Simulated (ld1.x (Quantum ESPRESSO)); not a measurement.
Re: pseudopotential generation (part 2 of 2)

Continued. System: rhenium (Re, Z = 75), core [Xe] 4f14, reference valence 5d5 6s2 6p0, valence charge 7. Method: RRKJ potential, PBEsol, scalar-relativistic, made with ld1.x (Quantum ESPRESSO) 7.5.

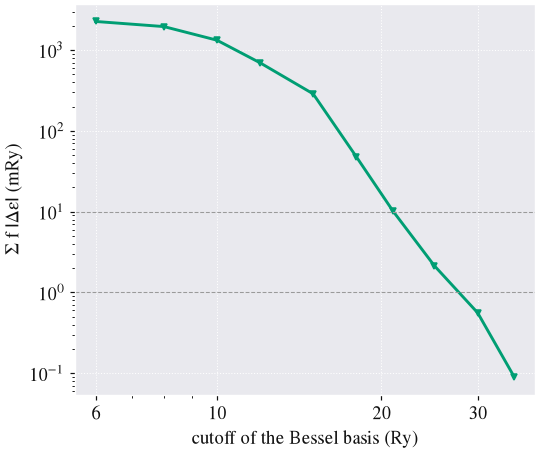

Figure 3. The pseudo-atom Hamiltonian at the reference potential is diagonalised in spherical Bessel functions (20 bohr box) up to the cutoff. Curve: occupation-weighted sum of the valence levels' distances from their values at 400 Ry.

- Error at 21 Ry: about 10 mRy.
- Cutoffs for 10 and 1 mRy in the occupation-weighted sum of levels: 25 Ry and 30 Ry, on the ladder of cutoffs that was run.

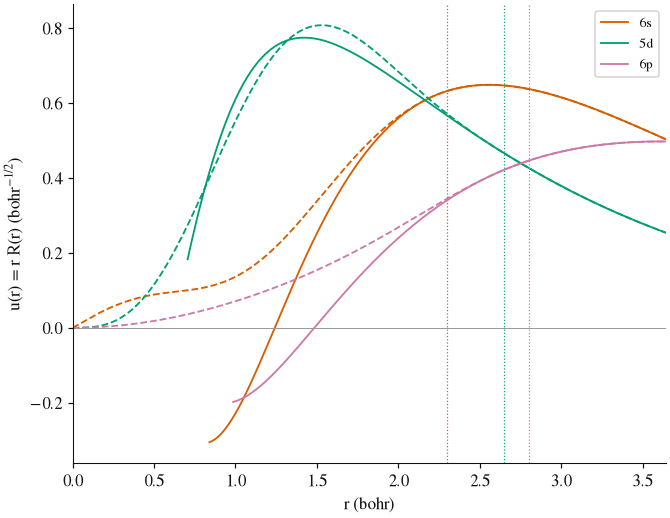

Figure 4. All-electron valence functions (solid) with their pseudo partners (dashed). Dotted lines mark the matching radii. The innermost oscillations of some all-electron curves aren't drawn. Pseudo-waves: 6s has no node; 5d has no node; 6p has no node.

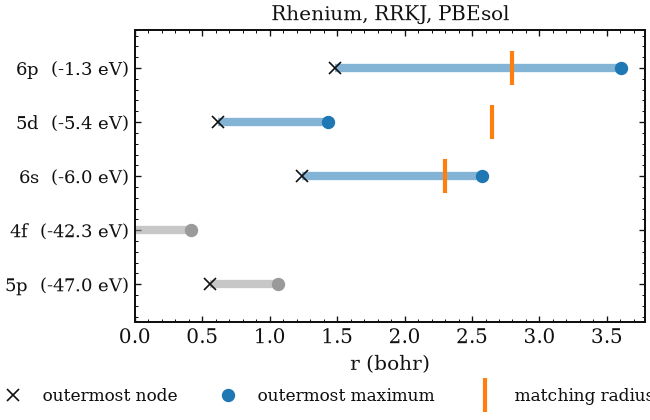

Figure 5. Outer shells of the all-electron reference atom: each bar runs from the outermost node (or the nucleus) to the outermost maximum of u(r); the tick is the radius chosen for the pseudo-wave. Shells without a tick have no pseudo-wave of their own. Levels, nodes and maxima are from ld1.x, scalar-relativistic.

- Radii against the shells: 6s: 2.30 bohr, between node and maximum; 5d: 2.65 bohr, outside the maximum; 6p: 2.80 bohr, between node and maximum.

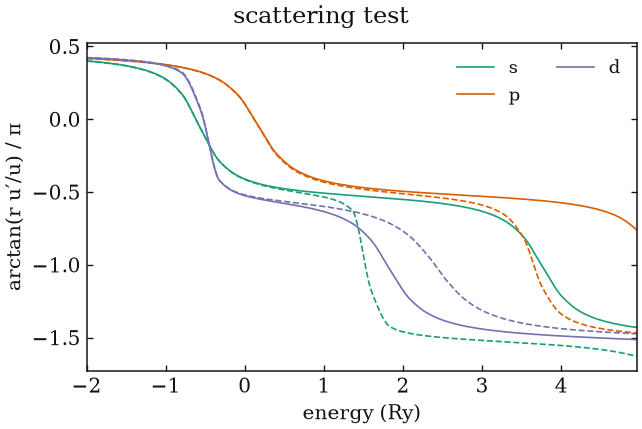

Figure 6. Unwrapped phase arctan(r u′/u) in units of π against energy, all-electron (solid) and pseudo (dashed); the pseudo phase is matched to the all-electron one at the reference energy. Here u = r R(r).

- Poles, where the radial function vanishes at the test radius: s: all-electron at 0.8 Ry, pseudo at 0.7 and 2.5 Ry; p: all-electron at 2.1 Ry, pseudo at 1.8 Ry; d: all-electron at -0.1 and 4.4 Ry, pseudo at -0.1 Ry.
- Ghost states: Going away from the reference energies, the phases part by more than π/2 in: s at about 1.5 Ry (above its reference energy, pseudo phase lower); p at about 3.7 Ry (above its reference energy, pseudo phase lower). Such a step is either a state that only one of the two atoms has or an ordinary level shifted in energy. The separate test gives: no ghost state below the valence levels in the s, d, p, f channels.
- Range over which the phases agree within 0.05 rad: s: up to about 0.8 Ry; p: up to about 1.9 Ry; d: up to about 0.6 Ry.

Input file:
```
 &input
   title='Re', zed=75., rel=1, dft='PBESOL', iswitch=3,
   config='[Xe] 4f14 5d5 6s2 6p0',
   nld=3, rlderiv=3.05, eminld=-2.0, emaxld=5.0, deld=0.02
 /
 &inputp
   pseudotype=2, tm=.false., rho0=0.01, lloc=1,
   nlcc=.true., rcore=1.10,
   file_pseudopw='Re.UPF', file_wfcaegen='ae.wfc', file_wfcncgen='nc.wfc', file_beta='beta', file_chi='chi'
 /
3
6S  1  0   2.00   0.00  2.30  2.30  0.0
5D  3  2   5.00   0.00  2.65  2.65  0.0
6P  2  1   0.00   0.00  2.80  2.80  0.0
 &test
   configts(1)='5d5 6s2 6p0'
 /
```

Input of the test run:
```
 &input
   title='Re', zed=75., rel=1, dft='PBESOL', iswitch=2,
   config='[Xe] 4f14 5d5 6s2 6p0'
 /
 &test
   file_pseudo='Re.UPF', nconf=8,
   configts(1)='5d5 6s2 6p0',
   configts(2)='5d5 6s1 6p0',
   configts(3)='5d5 6s0 6p0',
   configts(4)='5d4 6s0 6p0',
   configts(5)='5d3 6s0 6p0',
   configts(6)='5d6 6s0 6p0',
   configts(7)='5d5.5 6s1.5 6p0',
   configts(8)='5d5 6s0 6p2'
 /
```

Command:
```bash
ld1.x < Re.in > Re.out
```

Summary:

- outcome: generated
- cutoffs needed: 25 Ry and 30 Ry (the cutoffs, on a coarse ladder, from which the occupation-weighted sum of valence levels, in a spherical-Bessel basis at the reference potential, stays within 10 and 1 mRy of its value at 400 Ry); ghost states and empty shells don't enter this sum
- ghost test: no ghost state below the valence levels in the s, d, p, f channels (spherical-Bessel basis up to 400 Ry, 20 bohr box)
- largest excitation error: -750 meV (all-electron minus pseudo) for 5d3 6s0 6p0, out of 7 test configurations
- range over which the phases arctan(r u′/u) at the test radius agree within 0.05 rad (a looser test near the poles than one of phase shifts): s: up to about 0.8 Ry; p: up to about 1.9 Ry; d: up to about 0.6 Ry
- hardware: 1 CPU thread, shared host
- wall time: 2.1 s

Remarks:

An excitation error of 750 meV in its own tests makes this a poorly transferable potential.
